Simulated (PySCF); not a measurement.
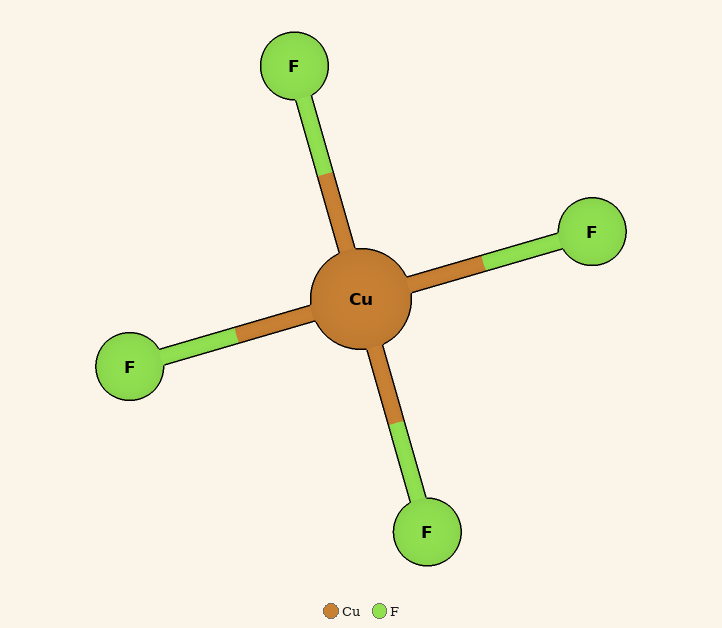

Charge −1, singlet. The geometry was computed by an optimisation with PBE0-D3(BJ)/def2-SVP. No frequency run is at hand to confirm it as a minimum. Other spin states may lie lower. Program: PySCF 2.14.0.

At this fixed geometry, give HOMO energy (eV) at these levels: B3LYP/pcSseg-1 (pcSseg-2 on Cu); PBE/pcJ-1 (pcSseg-1 on Cu); PBE/pcSseg-1 (pcSseg-2 on Cu); PBE0/pcSseg-1 (pcSseg-2 on Cu); ωB97X-D/def2-SVPD.

```
                          level  HOMO energy (eV)
B3LYP/pcSseg-1 (pcSseg-2 on Cu)             −3.73
     PBE/pcJ-1 (pcSseg-1 on Cu)             −1.73
  PBE/pcSseg-1 (pcSseg-2 on Cu)             −1.78
 PBE0/pcSseg-1 (pcSseg-2 on Cu)             −4.12
              ωB97X-D/def2-SVPD             −6.82
```
